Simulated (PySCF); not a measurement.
ClH$_{3}$O$_{3}$Si, SMILES `O[Si](O)(O)Cl`.

Method: PBE/def2-TZVP; geometry: GFN2-xTB; program: PySCF. No frequency check shows the geometry to be a minimum. GFN2-xTB bond lengths at metals and heavier atoms can be off by up to 0.1 Å and shapes distorted, which carries into these values.

The calculation's input:

```python
import numpy as np
from pyscf import gto, scf, dft
from pyscf.scf import atom_ks, atom_hf
from scipy.linalg import block_diag

def solve(mol, dm0=None, hcore=None):
    mf = (dft.UKS if mol.spin else dft.RKS)(mol, xc='pbe')
    mf.grids.level = 3
    mf = mf.density_fit(auxbasis='def2-universal-jkfit')
    mf.conv_tol, mf.max_cycle = 1e-8, 80
    if hcore is not None:
        mf.get_hcore = lambda *args: hcore
    mf.kernel(dm0)
    if not mf.converged:
        mf = mf.newton().run(mf.mo_coeff, mf.mo_occ, max_cycle=30)
    assert mf.converged, 'SCF not converged'
    return mf

mol = gto.M(atom='''
O     -0.89054     0.06759    -1.51770
Si    -0.34299     0.00007     0.00007
O     -0.88987     1.28064     0.81759
O     -0.88992    -1.34831     0.70047
Cl     1.68382    -0.00002    -0.00024
H     -0.82074    -0.68841    -2.09390
H     -0.82001     2.15763     0.45094
H     -0.81969    -1.46929     1.64326
''', basis='def2-tzvp', charge=0, spin=0, verbose=4)
mf = solve(mol)
mf.analyze()
# spherically averaged free atoms, for the promolecule
atm = atom_ks.get_atm_nrks(mol, xc='pbe')
pro = block_diag(*[(atm[a[0]][2] * atm[a[0]][3]) @ atm[a[0]][2].T for a in mol._atom])
np.savez('result.npz', e=mf.e_tot, c=mf.mo_coeff, occ=mf.mo_occ, eps=mf.mo_energy, pro=pro, dip=mf.dip_moment(verbose=0), s2=mf.spin_square()[0])
```

Launched as:

```sh
OMP_NUM_THREADS=1 python input.py
```

The run took 24 s on 1 thread of Arm Neoverse V2, with other jobs on the host, peak memory 0.62 GiB.

Partitions, critical points and surface values were worked out afterwards from this run's density.

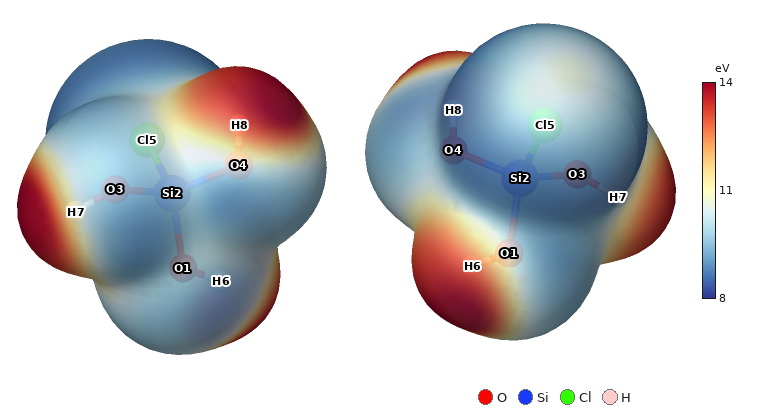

Average local ionisation energy on the surface of electron density 0.001 a.u. (back view left, front view right).

> Where are the most loosely bound electrons on this surface?

The lowest value is 8.7 eV, 2.1 Å from Cl5, and at like points elsewhere. Further minima include 8.9 eV, 1.9 Å from O1, and at like points elsewhere. For comparison, the highest occupied orbital lies at −7.4 eV.
